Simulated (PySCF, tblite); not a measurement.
# C5H14BNSi: geometry, infrared bands and NMR shifts

Aim: predict the infrared bands and NMR shifts of C5H14BNSi (`[BH3-][N@+]1([SiH3])CCC(=C)C1`).

The runs use tblite 0.8.0 and PySCF 2.14.0, with density-fitted response routines of our own; the level of theory stands in each step. All values are computed, except where a source is named. Atoms count from 0, in the outputs and in this text.

## (1) Starting geometry

22 atoms, charge 0, multiplicity 1; geometry from: force field or distance geometry start.

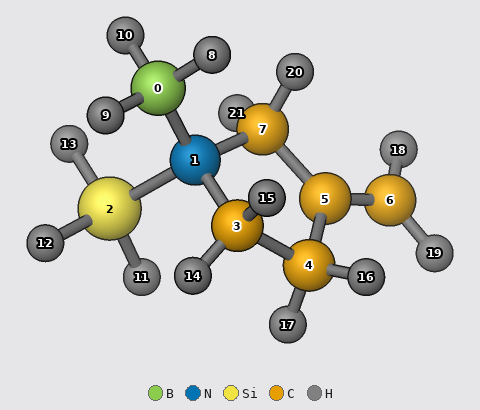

The starting geometry (boron green, nitrogen blue, silicon yellow, carbon amber, hydrogen grey), atoms numbered; sticks join atoms by distance.

## (2) Geometry optimisation with GFN2-xTB

What the job is given:

```
{"job": {"kind": "relax", "xc": "GFN2-xTB", "basis": "xTB"}, "charge": 0, "multiplicity": 1}
B     -1.666200     1.517300     0.039900
N     -0.726200     0.295100    -0.036100
Si    -1.629000    -1.082600    -0.799100
C     -0.254900    -0.111800     1.314800
C      1.133100    -0.738800     1.173900
C      1.587600    -0.175700    -0.126200
C      2.826500    -0.324800    -0.618800
C      0.514900     0.591200    -0.794300
H     -1.117800     2.447900     0.545400
H     -2.645300     1.265700     0.699700
H     -2.021400     1.842900    -1.057500
H     -0.775000    -2.266200    -0.897500
H     -2.825600    -1.410100     0.017300
H     -2.064600    -0.689300    -2.156500
H     -0.953300    -0.817900     1.832200
H     -0.151500     0.764800     2.010000
H      1.806700    -0.432700     2.003300
H      1.069600    -1.849900     1.096600
H      3.097000     0.117700    -1.562300
H      3.575800    -0.895000    -0.061000
H      0.781200     1.672400    -0.754700
H      0.427800     0.299300    -1.870100
```

Command:

```console
$ OMP_NUM_THREADS=1 python probes_run.py task.json out
```

The driver reads the jobs from task.json and runs them one after another.

**Question.** This job is followed by: GFN2-xTB harmonic vibrations, gas phase; GIAO PBE0/pcSseg-1 NMR shielding, non-relativistic, gas phase. Predict these results of the whole session: strongest single infrared mode (GFN2-xTB); zero-point energy (GFN2-xTB); 13C shifts against TMS (PBE0/pcSseg-1); 1H shifts against TMS (PBE0/pcSseg-1, means over atoms taken as alike); 11B shifts against BF3·OEt2 (PBE0/pcSseg-1); 15N shifts against NH3 (PBE0/pcSseg-1); 29Si shifts against TMS (PBE0/pcSseg-1); surface potential, least and greatest.

As calculated:

| quantity | value |
| --- | --- |
| strongest single infrared mode (GFN2-xTB) | 2415 cm⁻¹, 371 km/mol |
| zero-point energy (GFN2-xTB) | 111.4 kcal/mol |
| 13C shifts against TMS (PBE0/pcSseg-1) | 155.3, 114.7, 66.0, 60.4, 35.1 ppm |
| 1H shifts against TMS (PBE0/pcSseg-1, means over atoms taken as alike) | 5.50, 5.44, 4.46, 3.78, 3.50, 3.24, 3.19, 2.69, 2.67, 2.12 ppm |
| 11B shifts against BF3·OEt2 (PBE0/pcSseg-1) | -16.9 ppm |
| 15N shifts against NH3 (PBE0/pcSseg-1) | 54.7 ppm |
| 29Si shifts against TMS (PBE0/pcSseg-1) | -28.5 ppm |
| surface potential, least and greatest | -1.58 V and 1.54 V |

Relaxing lowered the energy by 0.379 eV in 85 steps; the close pair that moved most is B0–N1, from 1.544 to 1.649 Å. No mode is imaginary among the 60: a minimum at this level. The strongest single mode, at 2415 cm⁻¹, moves mainly H9 and H10. Unscaled tight-binding wavenumbers are off by several per cent, some by more. Its intensities can rank the bands wrongly. The most deshielded carbon is C5 (fully substituted alkene carbon), at 155.3 ppm: the olefinic region. At PBE0/pcSseg-1, counted by nearest atom on the grid, the HOMO lies on C6 32 %; C5 26 %, the LUMO on C5 31 %; C6 24 %.
